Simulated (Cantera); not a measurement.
Input: 1 mol Si, 18 mol HCl, 1.8 mol H₂, equilibrated at 1.00 Pa.

Cantera equilibrium calculation (NASA polynomials, part measured and part estimated; ideal gas, pure solids and liquids). Candidate condensed phases: Si; 19 gas species. The tables' values for SiCl₃ are old estimates; treat these amounts as uncertain. Kinetics and transport are ignored.

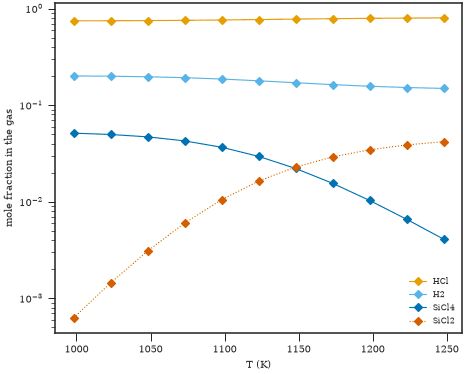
Fig. 1. Equilibrium gas composition (values under 1e-9 drawn at 1e-9)

Q: Read off the mole fractions at 1248 K.

A: HCl about 0.80, H₂ about 0.15, SiCl₂ about 0.042, SiCl₄ about 0.0041.
